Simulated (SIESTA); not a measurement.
Band structure of Nb₅SnSe₈ (C2/m, 14 atoms in the cell).

```
Nb5SnSe8
1.0
    9.34957    -1.72961     0.00000
    9.34957     1.72961     0.00000
   -2.16135     0.00000     9.16178
Nb Sn Se
5 1 8
Cartesian
  0.00000   0.00000   0.00000
  6.73095   0.00000   0.01741
  9.80684   0.00000   9.14437
  4.01189   0.00000   5.77522
 12.52589   0.00000   3.38656
  8.26889   0.00000   4.58089
 10.22279   0.00000   1.83190
  6.31499   0.00000   7.32988
 -0.17840   0.00000   7.36845
 16.71619   0.00000   1.79333
  1.70423   0.00000   4.65364
 14.83355   0.00000   4.50815
  4.15839   0.00000   1.44307
 12.37939   0.00000   7.71871
```

Level of theory: GGA PBEsol, numerical atomic orbitals DZP, PseudoDojo PBEsol standard norm-conserving potentials (rewritten from UPF to PSML) (SIESTA).

Settings: XC.functional = GGA; XC.authors = PBEsol; potentials = PseudoDojo PBEsol standard; PAO.BasisSize = DZP; PAO.EnergyShift = 0.01 Ry; MeshCutoff = 300 Ry; kgrid.MonkhorstPack = 5 5 2 shifted by 0.5 0.5 0.5; OccupationFunction = FD; ElectronicTemperature = 1160.45 K; MaxSCFIterations = 150; SCF.Mixer.Method = Pulay; SCF.Mixer.Weight = 0.25; SCF.Mixer.History = 6; SCF.DM.Tolerance = 1.0E-04.

The starting cell comes from a database of computed structures (which also holds hypothetical and non-ambient phases and stackings), without a prior relaxation at this level. Spin polarisation is off; with an odd number of electrons in the cell that forces a metal, and a magnetic state may lie lower. Values carry the incompleteness of an atom-centred basis.

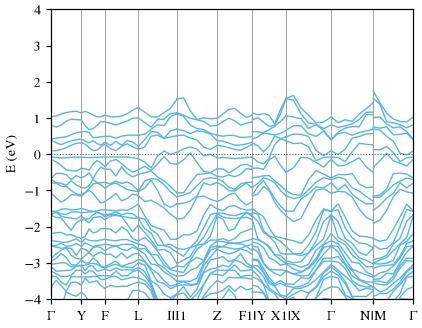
Figure: Bands along the path, energies from the Fermi level.

Levels in eV from the Fermi level, bands 101 to 106:
| point | 101 | 102 | 103 | 104 | 105 | 106 |
|---|---|---|---|---|---|---|
| Γ | -0.70 | -0.66 | -0.14 | -0.08 | 0.09 | 0.39 |
| Y | -0.92 | -0.66 | -0.39 | -0.09 | 0.31 | 0.41 |
| F | -0.77 | -0.42 | -0.35 | -0.08 | 0.28 | 0.33 |
| L | -1.02 | -0.56 | -0.43 | -0.13 | 0.14 | 0.22 |
| I | -1.18 | -1.07 | -0.28 | 0.05 | 0.51 | 0.69 |
| Z | -0.67 | -0.61 | -0.40 | -0.10 | 0.25 | 0.37 |
| F1 | -0.77 | -0.42 | -0.35 | -0.08 | 0.28 | 0.33 |
| X1 | -1.15 | -1.01 | -0.51 | 0.37 | 0.48 | 0.66 |
| N | -1.30 | -0.91 | -0.51 | 0.26 | 0.57 | 0.69 |

Bands cross the Fermi level along this path, so the cell is metallic at this level.

Higher empty bands are left out: an atom-centred basis made for the valence describes them poorly.
